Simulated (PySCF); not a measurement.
**CH₆BNP, doublet, SMILES `CNB[PH]`: what the electrons do**

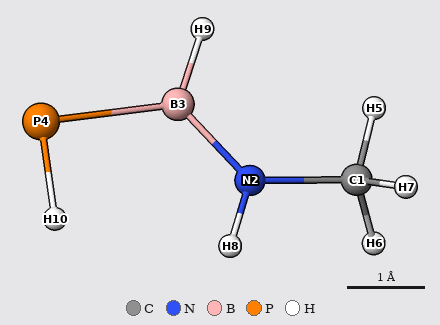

The molecule, with its atoms numbered as below. No frequency check shows the geometry to be a minimum.

Coordinates in Å:

```
C1       2.3764    0.0032   -0.0000
N2       0.9649   -0.2978    0.0001
B3      -0.0886    0.6011    0.0005
P4      -1.8778   -0.0179   -0.0002
H5       2.5137    1.0819   -0.0010
H6       2.8621   -0.4154   -0.8868
H7       2.8626   -0.4140    0.8859
H8       0.7896   -1.2946    0.0006
H9       0.1371    1.7510    0.0004
H10     -1.5677   -1.3810    0.0014
```

## 1. Bonding charge

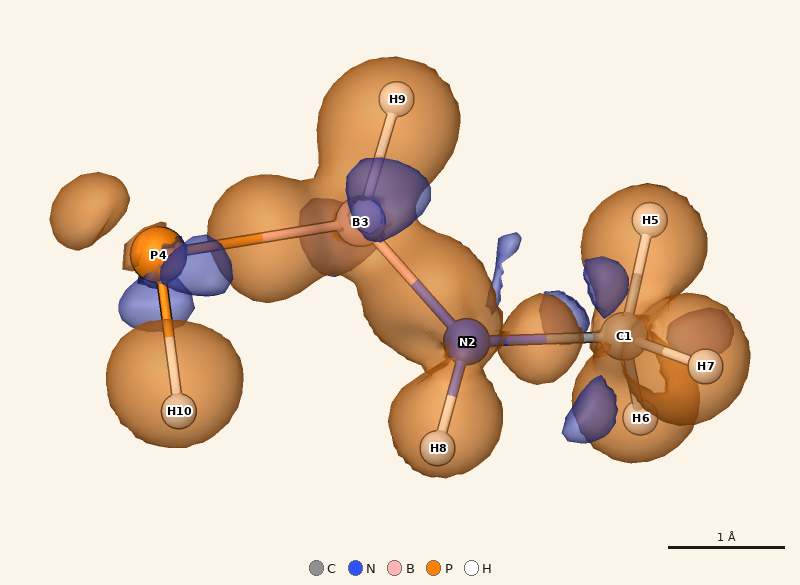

Deformation density (molecule less spherical, spin-averaged free atoms at the same positions), surfaces at ±0.09 e/Å³; orange: gain, blue: loss.

PySCF calculation, PBE/6-311+G**, gas phase; geometry: GFN2-xTB. The stability of the open-shell solution wasn't checked. GFN2-xTB doesn't know the spin state, so this open-shell geometry is rough.

**How much density has each bond gained at its critical point, relative to the free atoms?**

N2–H8: +0.81 e/Å³ at the bond critical point (bond length 1.01 Å). C1–H5: +0.69 e/Å³ at the bond critical point (bond length 1.09 Å). C1–H7 and C1–H6: +0.67 e/Å³ at the bond critical point (bond length 1.09 Å). B3–H9: +0.44 e/Å³ at the bond critical point (bond length 1.17 Å). N2–B3: +0.36 e/Å³ at the bond critical point (bond length 1.39 Å). B3–P4: +0.33 e/Å³ at the bond critical point (bond length 1.89 Å). C1–N2: +0.28 e/Å³ at the bond critical point (bond length 1.44 Å). P4–H10: +0.19 e/Å³ at the bond critical point (bond length 1.40 Å). In all, 2.1 electrons gather in the regions of gain relative to the promolecule.

## 2. Bond critical points

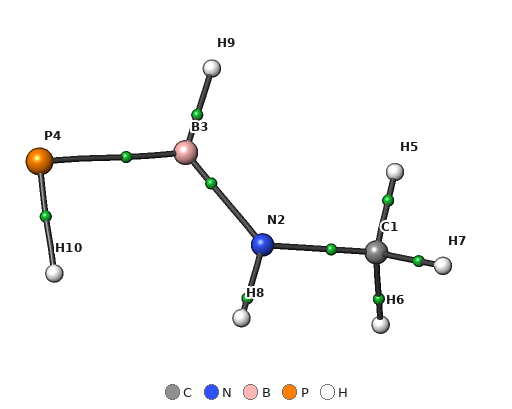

Molecular graph of the electron density (QTAIM): bond paths, bond critical points (green), ring points (magenta, if any); weak paths are dashed.

**How many critical points of each kind are there, and does the count close?**

10 nuclei, 9 bond, 0 ring and 0 cage critical points: 10 − 9 + 0 − 0 = 1, as the Poincaré–Hopf relation requires.

**Tabulate density, Laplacian, ellipticity and energy density at the bond critical points (atomic units).**

```csv
bond,length (Å),ρ (a.u.),∇²ρ (a.u.),ε,H (a.u.)
N2–H8,1.012,0.339,−1.55,0.04,−0.445
C1–H5,1.087,0.279,−0.94,0.03,−0.275
C1–H7 (2 alike),1.093,0.275,−0.91,0.03,−0.268
C1–N2,1.443,0.267,−0.70,0.04,−0.303
N2–B3,1.385,0.208,+0.64,0.04,−0.189
B3–H9,1.172,0.184,−0.27,0.16,−0.195
P4–H10,1.398,0.163,0.00,0.09,−0.155
B3–P4,1.893,0.144,−0.30,0.04,−0.100
```

**What kind of interaction is C1–N2?**

Shared-shell (covalent): ρ = 0.267, ∇²ρ = −0.70, H = −0.303 a.u.

## 3. Local ionisation energy

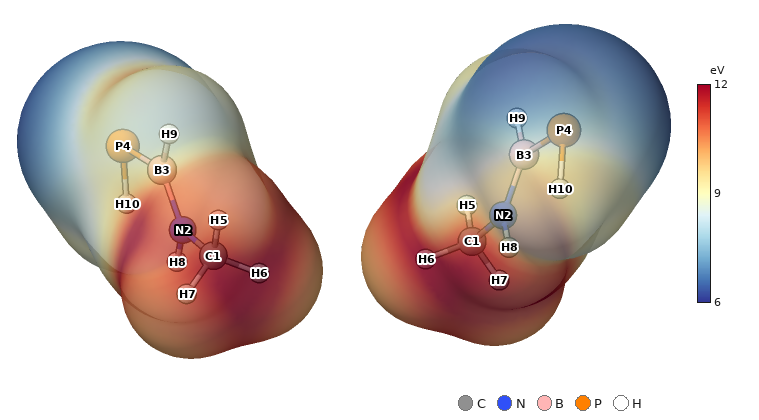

Average local ionisation energy on the surface of electron density 0.001 a.u. (back view left, front view right).

**Locate the minima of the map.**

The lowest value is 6.4 eV, 2.3 Å from P4, and at like points elsewhere. Further minima include 8.5 eV, 1.5 Å from H10; 8.6 eV, 1.5 Å from H9; 10.1 eV, 1.4 Å from H6, and at like points elsewhere. For comparison, the highest occupied orbital lies at −5.4 eV.

**What volume does the surface enclose, and what is the dipole moment?**

About 117 Å³; the dipole moment is 3.6 D.

## 4. Spin density

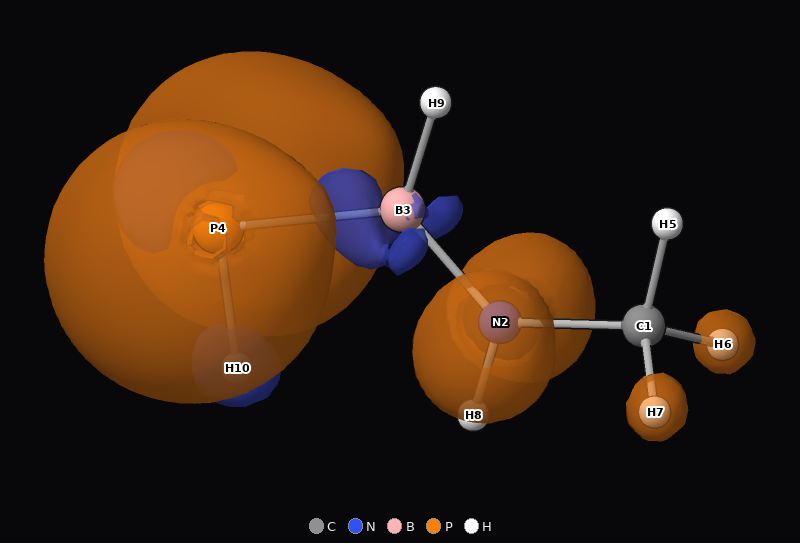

Spin density ρα − ρβ at ±0.01 e/Å³ (orange: excess α, blue: excess β).

**Where is the unpaired spin?**

Hirshfeld spin populations: P4 +0.78, N2 +0.11 and B3 +0.06. ⟨S²⟩ = 0.75, as for a pure state. The picture also shows regions of β spin from spin polarisation; the Hirshfeld sums, whose atoms overlap, net them against the α spin of neighbours.

## 5. In an electric field

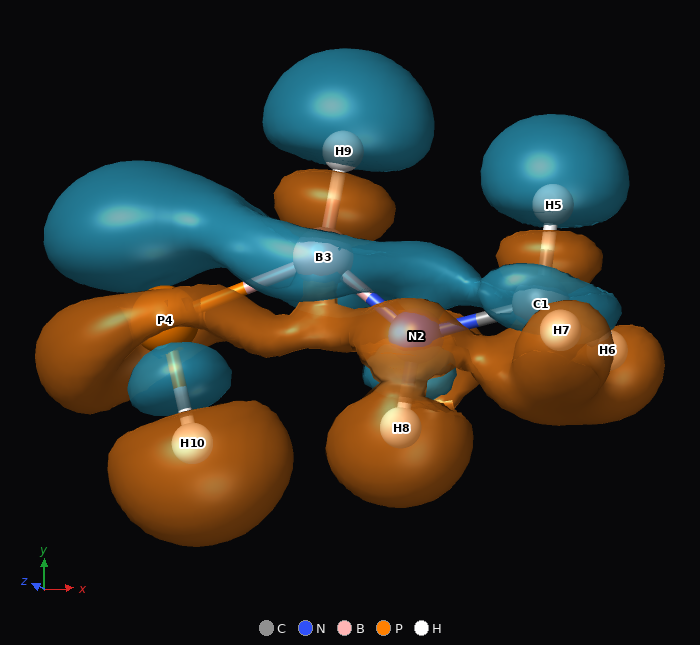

Change of the electron density in a uniform field of 0.51 V/Å, surfaces at ±0.003 e/Å³ (light blue: gain, orange: loss).

Level of theory: ωB97X/6-31+G* (PySCF), at a geometry from GFN2-xTB. The basis has diffuse s and p functions alone, which still leaves polarisabilities too small, most of all across bonds. The stability of the open-shell solution wasn't checked. GFN2-xTB doesn't know the spin state, so this open-shell geometry is rough.

**Along which Cartesian direction does the field point?**

Along −y: electrons gather on the +y side, against the field.

**What dipole is induced, and what polarisability does it imply?**

The induced dipole is 1.37 D (along the field); α along this axis, from the fields in both directions, is 53 bohr³ (7.9 Å³).

**Which atoms gain and lose the most charge?**

Electrons gather most on H9 (Hirshfeld charge changes by −0.021 e) and leave H10 most (+0.026 e); 0.139 electrons are displaced in all.

## 6. Removing or adding an electron

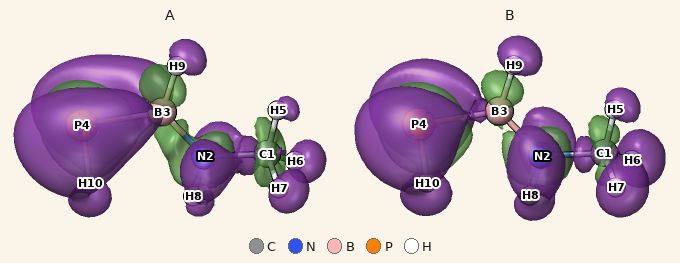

The two Fukui functions at ±0.015 e/Å³ (purple positive, green negative).

Method: BLYP/def2-SVPD; geometry: GFN2-xTB; program: PySCF. GFN2-xTB doesn't know the spin state, so this open-shell geometry is rough.

**Why do the two look alike?**

The electron leaves from or enters the same singly occupied orbital. A is f⁺, B is f⁻. f⁻ (Hirshfeld-condensed) is largest on P4 (0.49); the vertical ionisation energy is 8.24 eV (to the singlet cation, which needn't be its lowest state). f⁺ (Hirshfeld-condensed) is largest on P4 (0.52); the vertical electron affinity is 1.10 eV (to the singlet anion, which needn't be its lowest state; the anion's highest orbital has positive energy, so this value and f⁺ depend on the basis).
